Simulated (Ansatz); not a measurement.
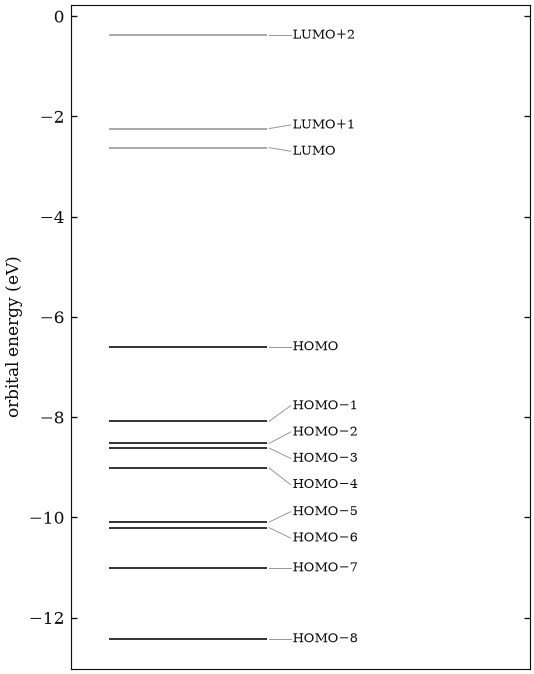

Kohn-Sham orbital energies near the frontier, LDA (SPW92)/def2-TZVPP in the Ansatz code 0.2.0, at a PBE0-D4/def2-TZVP geometry (a minimum by its frequencies), isolated molecule; empty levels in grey, levels within 0.03 eV side by side.

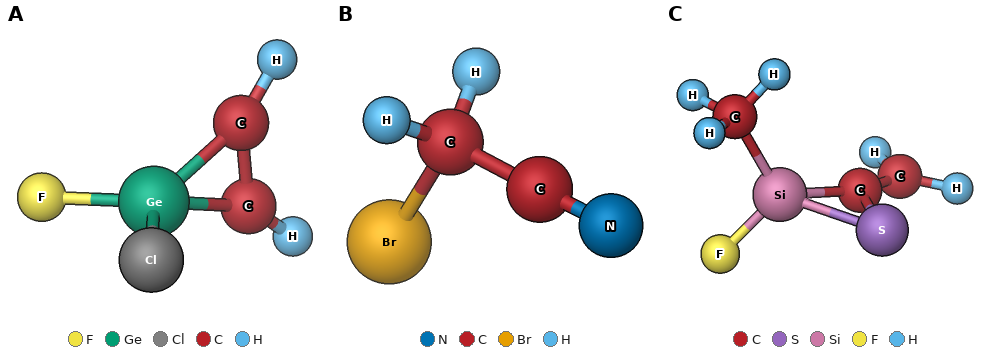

### Which molecule has this level scheme? The candidates are drawn in the second picture.

Structure A, C₂H₂ClFGe, SMILES [F][Ge]1([Cl])[CH]=[CH]1, singlet. HOMO −6.60 eV, LUMO −2.62 eV, separation 3.97 eV.

Caveats: no scalar relativity up to krypton.
